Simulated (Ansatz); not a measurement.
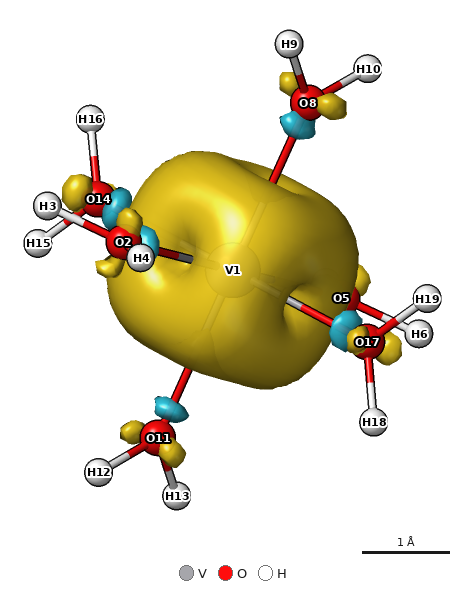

Figure 1: H$_{12}$O$_{6}$V (charge +2, quartet). Isosurfaces of the spin density (α minus β) at +0.03 (yellow) and −0.03 e/Å³ (cyan), seen across its widest extent.

Geometry: PBE-D4/def2-SVP.

These are results of UKS PBE0-D4/def2-TZVP in Ansatz, not measurements.

```yaml
atoms:
  - { symbol: V, position_ang: [0.0014, 0.0014, 0.0001] }
  - { symbol: O, position_ang: [0.0107, 0.2284, 2.1222] }
  - { symbol: H, position_ang: [-0.0182, 1.0830, 2.5965] }
  - { symbol: H, position_ang: [0.0996, -0.4644, 2.8059] }
  - { symbol: O, position_ang: [-0.0038, -0.2304, -2.1216] }
  - { symbol: H, position_ang: [0.0332, -1.0872, -2.5913] }
  - { symbol: H, position_ang: [-0.0897, 0.4585, -2.8097] }
  - { symbol: O, position_ang: [2.1288, 0.1505, -0.0612] }
  - { symbol: H, position_ang: [2.7390, 0.2949, 0.6886] }
  - { symbol: H, position_ang: [2.6828, 0.1174, -0.8660] }
  - { symbol: O, position_ang: [-2.1267, -0.1508, 0.0556] }
  - { symbol: H, position_ang: [-2.6852, -0.1227, 0.8575] }
  - { symbol: H, position_ang: [-2.7332, -0.2860, -0.6991] }
  - { symbol: O, position_ang: [-0.1786, 2.1237, -0.1470] }
  - { symbol: H, position_ang: [-1.0143, 2.6242, -0.2311] }
  - { symbol: H, position_ang: [0.5435, 2.7714, -0.2686] }
  - { symbol: O, position_ang: [0.1703, -2.1213, 0.1517] }
  - { symbol: H, position_ang: [-0.5595, -2.7599, 0.2757] }
  - { symbol: H, position_ang: [1.0001, -2.6307, 0.2418] }
```

### Describe the spin distribution.

The unpaired spin (3 electrons) lies mostly on V1 (about 2.8), in electrons by Hirshfeld's partition.
